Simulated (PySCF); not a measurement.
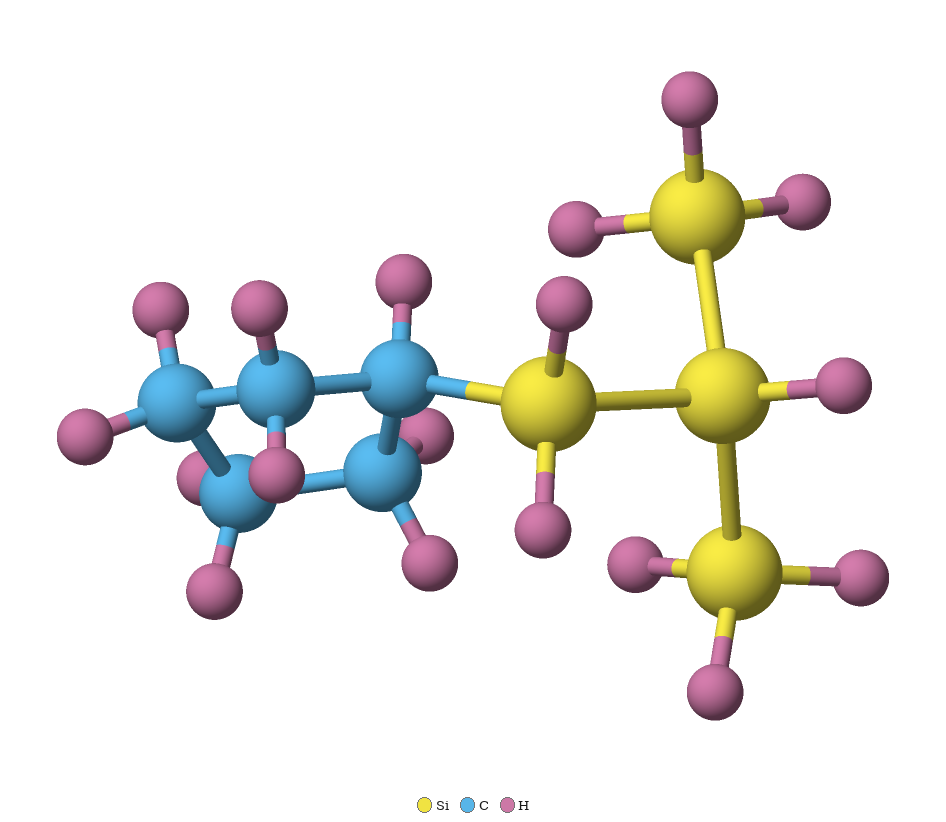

(Drawn from a calculation with PySCF.)

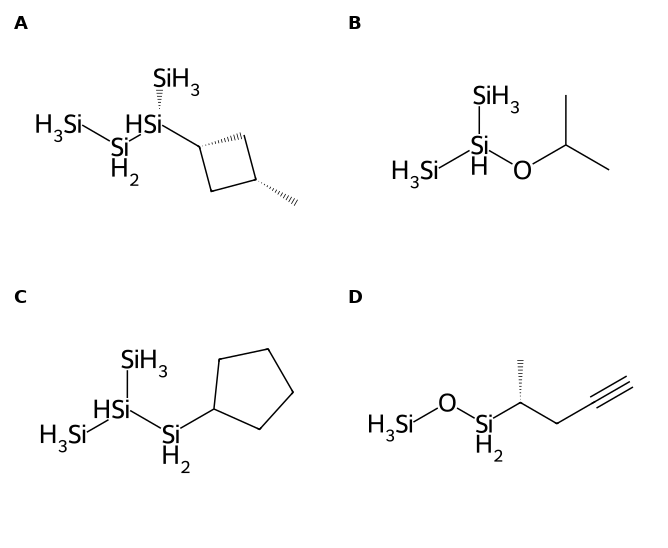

**The first picture shows one of the molecules drawn in the second. Which?**

C, `[SiH3][SiH]([SiH3])[SiH2]C1CCCC1`.
